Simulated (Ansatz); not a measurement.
System: AlBrH2···CH4.

The calculation's input:

```
crystal:
  periodic: [false, false, false]
  atoms:
    - {symbol: Al, position_ang: [-1.519564, -0.159003, 0.137427]}
    - {symbol: C, position_ang: [1.266001, 0.291484, -0.155697]}
    - {symbol: H, position_ang: [-1.737558, 0.185758, -1.384900]}
    - {symbol: H, position_ang: [-1.556669, 0.889359, 1.313630]}
    - {symbol: H, position_ang: [0.795866, -0.657196, 0.133703]}
    - {symbol: Br, position_ang: [-1.551346, -2.357253, 0.712308]}
    - {symbol: H, position_ang: [1.911677, 0.604431, 0.662760]}
    - {symbol: H, position_ang: [0.549472, 1.092219, -0.357968]}
    - {symbol: H, position_ang: [1.842121, 0.110199, -1.061365]}
basis:
  gaussian: {orbitals: def2-TZVPP}
hamiltonian: {xc: pbe0, dispersion: d4}
output: {orbitals: {seedname: orbitals}}
```

Command:

```sh
ansatz run in.yaml --threads 4 --pin off --events-out ev --progress --plain --max-ram 9574MiB
```

The product side of a reaction path; geometry: PBE0-D4/def2-TZVP.

These are results of Ansatz 0.2.0, RKS PBE0-D4/def2-TZVPP, not measurements.

**Predict the electron density and electron localisation function between the atoms.**

Al1···H5 (2.37 Å): the density falls to about 0.09 e/Å³ on the way; the ELF climbs to about 1 towards the hydrogen.
Al–Br (2.27 Å): ρ at the midpoint is about 0.64 e/Å³; the ELF peaks at about 0.85 in the valence shell of Br, 1.1 Å from its nucleus, and is about 0.85 at the midpoint.
C–H (1.10 Å): the density is about 1.9 e/Å³ at the midpoint; the ELF climbs to about 1 towards the hydrogen: an ordinary covalent bond to hydrogen.

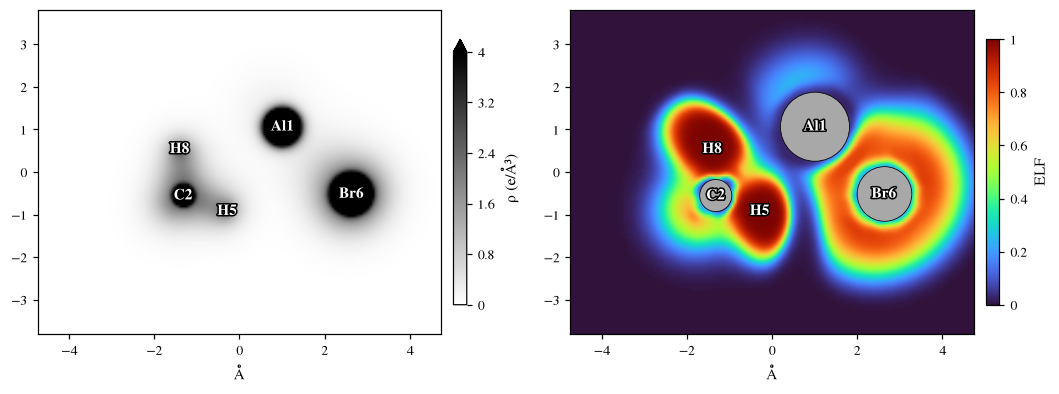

Computed electron density and electron localisation function on the plane of atoms H5, C2 and H8, in this order. Grey discs cover the atomic cores in the ELF map. 
